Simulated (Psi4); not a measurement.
# doublet [BH3]−: levels of theory compared

Wanted: a comparison of 4 runs (U-wB97X/def2-TZVPPD, UBHLYP/def2-TZVPPD, UCAM-B3LYP/def2-TZVPPD, UM06-L/def2-TZVPPD) of doublet [BH3]−. 

Program for the calculation: Psi4 1.11.

**1. Starting point**

The species is [BH3]− (4 atoms), meant as a doublet with charge -1. SMILES of the parent species: `B`. Geometry: relaxed at PBE0-D4/def2-TZVP. That shape belongs to the parent species and isn't relaxed for this state.

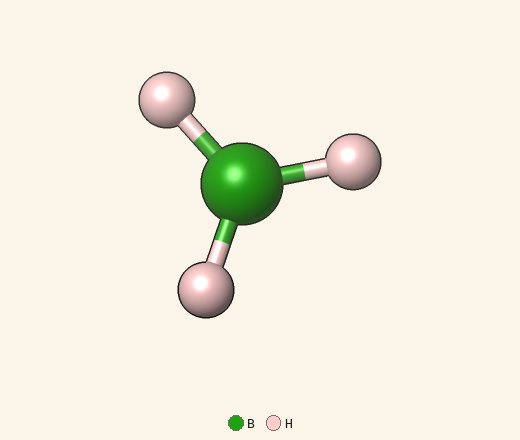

Viewed from a chosen angle; boron green, hydrogen pink.

**2. A single-point energy at U-wB97X/def2-TZVPPD (run 1)**

File input.json:

```json
{
 "schema_name": "qcschema_input",
 "schema_version": 1,
 "molecule": {
  "schema_name": "qcschema_molecule",
  "schema_version": 2,
  "symbols": ["B", "H", "H", "H"],
  "geometry": [0.02626719, -0.02853486, -0.0096376, 1.856089, 0.72130846, 1.07487622, -0.52194236, -2.21438107, 0.08125822, -1.25553404, 1.40765699, -1.18466931],
  "molecular_charge": -1,
  "molecular_multiplicity": 2,
  "fix_symmetry": "c1"
 },
 "driver": "energy",
 "model": {
  "method": "wb97x",
  "basis": "def2-TZVPPD"
 },
 "keywords": {
  "reference": "uks",
  "puream": true,
  "e_convergence": 1e-09,
  "d_convergence": 1e-08,
  "scf_type": "pk",
  "dft_radial_points": 99,
  "dft_spherical_points": 590,
  "maxiter": 100,
  "scf_properties": ["QUADRUPOLE", "MULLIKEN_CHARGES", "MAYER_INDICES"]
 }
}
```

On the command line:

```sh
$ psi4 --qcschema input.json -n 1 --memory 1600MB
```

stdout:

```text
[...]
  Running in c1 symmetry.
[...]
  Nuclear repulsion =    7.418838237178044
[...]
  Multiplicity = 2
[...]
  Nalpha       = 5
  Nbeta        = 4
[...]
    Number of basis functions: 88
[...]
   @UKS iter   1:   -26.47712709375563   -5.54876e-01   4.38575e-03 DIIS/ADIIS
[...]
   @UKS iter  10:   -26.59389097588200   -2.49720e-11   6.84113e-09 DIIS
[...]
   @S^2 Observed:                7.532373311E-01
[...]
  @UKS Final Energy:   -26.59389097588200
   => Energetics <=
    Nuclear Repulsion Energy =              7.4188382371780444
    One-Electron Energy =                 -51.2984487907351649
    Two-Electron Energy =                  20.6679989674842410
    DFT Exchange-Correlation Energy =      -3.3822793898091166
    Empirical Dispersion Energy =           0.0000000000000000
    VV10 Nonlocal Energy =                  0.0000000000000000
    Total Energy =                        -26.5938909758819975
[...]
 Multipole Moments:
 ------------------------------------------------------------------------------------
     Multipole            Electronic (a.u.)      Nuclear  (a.u.)        Total (a.u.)
 ------------------------------------------------------------------------------------
 L = 1.  Multiply by 2.5417464519 to convert [e a0] to [Debye]
 Dipole X            :         -0.0000454           -0.0000804           -0.0001258
 Dipole Y            :         -0.0000403            0.0000804            0.0000401
 Dipole Z            :         -0.0000186            0.0001608            0.0001421
 Magnitude           :                                                    0.0001940
 L = 2.  Multiply by 1.3450342976 to convert [e a0^2] to [Debye ang]
 Quadrupole XX       :        -16.6712943            5.2917960          -11.3794983
 Quadrupole XY       :         -0.5911720            0.7294690            0.1382969
[...]
```

The result, in JSON:

```text
{
 "driver": "energy",
 "model": {
  "method": "wb97x",
  "basis": "def2-TZVPPD"
 },
 "success": true,
 "return_result": -26.593890975881997,
 "properties": {
  "calcinfo_nbasis": 88,
  "calcinfo_nmo": 88,
  "calcinfo_nalpha": 5,
  "calcinfo_nbeta": 4,
  "calcinfo_natom": 4,
  "nuclear_repulsion_energy": 7.418838237178044,
  "return_energy": -26.593890975881997,
  "scf_one_electron_energy": -51.298448790735165,
  "scf_two_electron_energy": 20.66799896748424,
  "scf_xc_energy": -3.3822793898091166,
  "scf_dipole_moment": [-0.00012579619372787149, 4.010347739538678e-05, 0.00014214130485166315],
  "scf_total_energy": -26.593890975881997,
  "scf_iterations": 10
 }
}
```

Run time: 11 s. Hardware: 1 thread of Intel Xeon 6975P-C (Granite Rapids), shared host; peak memory 0.95 GiB.

**3. The energy at UBHLYP/def2-TZVPPD (run 2)**

File input.json:

```json
{
  "schema_name": "qcschema_input",
  "schema_version": 1,
  "molecule": {
    "schema_name": "qcschema_molecule",
    "schema_version": 2,
    "symbols": ["B", "H", "H", "H"],
    "geometry": [0.02626719, -0.02853486, -0.0096376, 1.856089, 0.72130846, 1.07487622, -0.52194236, -2.21438107, 0.08125822, -1.25553404, 1.40765699, -1.18466931],
    "molecular_charge": -1,
    "molecular_multiplicity": 2,
    "fix_symmetry": "c1",
    "fix_com": true,
    "fix_orientation": true
  },
  "driver": "energy",
  "model": {
    "method": "bhhlyp",
    "basis": "def2-TZVPPD"
  },
  "keywords": {
    "reference": "uks",
    "puream": true,
    "e_convergence": 1e-09,
    "d_convergence": 1e-08,
    "scf_type": "pk",
    "dft_radial_points": 99,
    "dft_spherical_points": 590,
    "maxiter": 100,
    "scf_properties": ["DIPOLE", "QUADRUPOLE", "WIBERG_LOWDIN_INDICES"]
  }
}
```

On the command line:

```sh
$ psi4 --qcschema input.json -n 1 --memory 1600MB
```

stdout:

```text
[...]
  Running in c1 symmetry.
[...]
  Nuclear repulsion =    7.418838237178044
[...]
  Multiplicity = 2
[...]
  Nalpha       = 5
  Nbeta        = 4
[...]
    Number of basis functions: 88
[...]
   @UKS iter   1:   -26.42901413427837   -4.52121e-01   5.06316e-03 DIIS/ADIIS
[...]
   @UKS iter  11:   -26.58758775040888   -1.37952e-11   6.69102e-09 DIIS
[...]
   @S^2 Observed:                7.531916846E-01
[...]
  @UKS Final Energy:   -26.58758775040888
   => Energetics <=
    Nuclear Repulsion Energy =              7.4188382371780444
    One-Electron Energy =                 -51.2817722023631575
    Two-Electron Energy =                  20.0404479686286301
    DFT Exchange-Correlation Energy =      -2.7651017538523908
    Empirical Dispersion Energy =           0.0000000000000000
    VV10 Nonlocal Energy =                  0.0000000000000000
    Total Energy =                        -26.5875877504088756
[...]
 Multipole Moments:
 ------------------------------------------------------------------------------------
     Multipole            Electronic (a.u.)      Nuclear  (a.u.)        Total (a.u.)
 ------------------------------------------------------------------------------------
 L = 1.  Multiply by 2.5417464519 to convert [e a0] to [Debye]
 Dipole X            :         -0.2363591            0.2099486           -0.0264105
 Dipole Y            :          0.2566578           -0.2280899            0.0285679
 Dipole Z            :          0.0865240           -0.0767229            0.0098012
 Magnitude           :                                                    0.0401211
 L = 2.  Multiply by 1.3450342976 to convert [e a0^2] to [Debye ang]
 Quadrupole XX       :        -16.7850313            5.2973058          -11.4877256
 Quadrupole XY       :         -0.5463833            0.7234831            0.1770998
[...]
```

The result, in JSON:

```text
{
 "driver": "energy",
 "model": {
  "method": "bhhlyp",
  "basis": "def2-TZVPPD"
 },
 "success": true,
 "return_result": -26.587587750408876,
 "properties": {
  "calcinfo_nbasis": 88,
  "calcinfo_nmo": 88,
  "calcinfo_nalpha": 5,
  "calcinfo_nbeta": 4,
  "calcinfo_natom": 4,
  "nuclear_repulsion_energy": 7.418838237178044,
  "return_energy": -26.587587750408876,
  "scf_one_electron_energy": -51.28177220236316,
  "scf_two_electron_energy": 20.04044796862863,
  "scf_xc_energy": -2.7651017538523908,
  "scf_dipole_moment": [-0.026410545636750882, 0.02856786335073802, 0.009801158077800465],
  "scf_total_energy": -26.587587750408876,
  "scf_iterations": 11
 }
}
```

It took 11 s on 1 thread of Intel Xeon 6975P-C (Granite Rapids), shared host; peak memory 0.9 GiB.

Run 3 isn't shown in full; the table further down has it.

**4. Energy and forces at UM06-L/def2-TZVPPD (run 4)**

File bh3.xyz:

```xyz
4
BH3
B      0.013900    -0.015100    -0.005100
H      0.982200     0.381700     0.568800
H     -0.276200    -1.171800     0.043000
H     -0.664400     0.744900    -0.626900
```

File job.py:

```python
import psi4

psi4.set_memory(1600000000)
psi4.set_num_threads(1)
psi4.core.set_output_file('psi4.out', False)

with open('bh3.xyz') as f:
    atoms = ''.join(f.readlines()[2:])
molecule = psi4.geometry('-1 2\n' + atoms + 'symmetry c1\nno_reorient\nno_com')

psi4.set_options({
    'basis': 'def2-TZVPPD',
    'reference': 'uks',
    'puream': True,
    'e_convergence': 1e-09,
    'd_convergence': 1e-08,
    'scf_type': 'pk',
    'dft_radial_points': 99,
    'dft_spherical_points': 590,
    'maxiter': 100,
})

e_tot, wfn = psi4.gradient('M06-L', molecule=molecule, return_wfn=True)
psi4.oeprop(wfn, 'LOWDIN_CHARGES', 'MULLIKEN_CHARGES', 'MAYER_INDICES', title='M06-L')
print('gradient / Eh bohr^-1')
print(e_tot.np.round(6))
print(f'energy = {wfn.energy():.10f} Eh')
for k, v in sorted(psi4.core.scalar_variables().items()):
    print(f'{k:45s} {v:18.10f}')
```

On the command line:

```sh
$ python job.py
```

psi4.out:

```text
[...]
  Running in c1 symmetry.
[...]
  Nuclear repulsion =    7.418838234776622
[...]
  Multiplicity = 2
[...]
  Nalpha       = 5
  Nbeta        = 4
[...]
    Number of basis functions: 88
[...]
   @UKS iter   1:   -26.34196409932548   -2.65843e-01   6.64238e-03 DIIS/ADIIS
[...]
   @UKS iter  12:   -26.60429364154771   -1.39622e-12   2.28788e-09 DIIS
[...]
   @S^2 Observed:                7.567914729E-01
[...]
  @UKS Final Energy:   -26.60429364154771
   => Energetics <=
    Nuclear Repulsion Energy =              7.4188382347766222
    One-Electron Energy =                 -51.3132465838570511
    Two-Electron Energy =                  22.6224682429871002
    DFT Exchange-Correlation Energy =      -5.3323535354543763
    Empirical Dispersion Energy =           0.0000000000000000
    VV10 Nonlocal Energy =                  0.0000000000000000
    Total Energy =                        -26.6042936415477058
[...]
  -Total Gradient:
     Atom            X                  Y                   Z
    ------   -----------------  -----------------  -----------------
       1       -0.000011144227     0.000009094622    -0.000005910435
       2       -0.004661474602    -0.001899799951    -0.002765745071
       3        0.001395726089     0.005559917354    -0.000231048342
       4        0.003275523803    -0.003666595684     0.003001212285
[...]
```

Standard output:

```text
gradient / Eh bohr^-1
[[-1.100e-05  9.000e-06 -6.000e-06]
 [-4.661e-03 -1.900e-03 -2.766e-03]
 [ 1.396e-03  5.560e-03 -2.310e-04]
 [ 3.276e-03 -3.667e-03  3.001e-03]]
energy = -26.6042936415 Eh
CURRENT ENERGY                                    -26.6042936415
CURRENT REFERENCE ENERGY                          -26.6042936415
DD SOLVATION ENERGY                                 0.0000000000
DFT FUNCTIONAL TOTAL ENERGY                       -26.6042936415
DFT TOTAL ENERGY                                  -26.6042936415
DFT VV10 ENERGY                                     0.0000000000
DFT XC ENERGY                                      -5.3323535355
GRID ELECTRONS ALPHA                                4.9999999963
GRID ELECTRONS BETA                                 3.9999999969
GRID ELECTRONS TOTAL                                8.9999999932
NUCLEAR REPULSION ENERGY                            7.4188382348
ONE-ELECTRON ENERGY                               -51.3132465839
PCM POLARIZATION ENERGY                             0.0000000000
PE ENERGY                                           0.0000000000
SCF ITERATION ENERGY                              -26.6042936415
SCF ITERATIONS                                     12.0000000000
SCF TOTAL ENERGY                                  -26.6042936415
TWO-ELECTRON ENERGY                                22.6224682430
XC GRID RADIAL POINTS                              99.0000000000
XC GRID SPHERICAL POINTS                          590.0000000000
XC GRID TOTAL POINTS                           227307.0000000000
```

It took 25 s on 1 thread of Intel Xeon 6975P-C (Granite Rapids), shared host; peak memory 0.8 GiB.

**5. Overview of the runs**

```csv
run,level,task,energy (Eh),HOMO energy (eV),LUMO energy (eV),⟨S²⟩,wall time
1,U-wB97X/def2-TZVPPD,energy,-26.593891,0.33,5.10,0.753,11 s
2,UBHLYP/def2-TZVPPD,energy,-26.587588,1.65,4.36,0.753,11 s
3,UCAM-B3LYP/def2-TZVPPD,gradient,-26.586677,1.18,4.45,0.753,18 s
4,UM06-L/def2-TZVPPD,gradient,-26.604294,3.11,3.93,0.757,25 s
```

**6. Outcome**

| quantity | value |
| --- | --- |
| run 4: total energy | -26.60429 Eh |
| run 4: HOMO energy (highest over α and β) | 3.11 eV |
| run 4: LUMO energy (lowest over α and β) | 3.93 eV |
| run 4: ⟨S²⟩ | 0.757 |
| run 4: largest force on an atom | 0.296 eV/Å |

In words: Totals of different functionals can't be ranked against each other. In runs 1, 2, 3, 4 the HOMO lies above zero, so the outermost electron may be held by the basis alone. All runs together took 65 s, the longest 25 s.
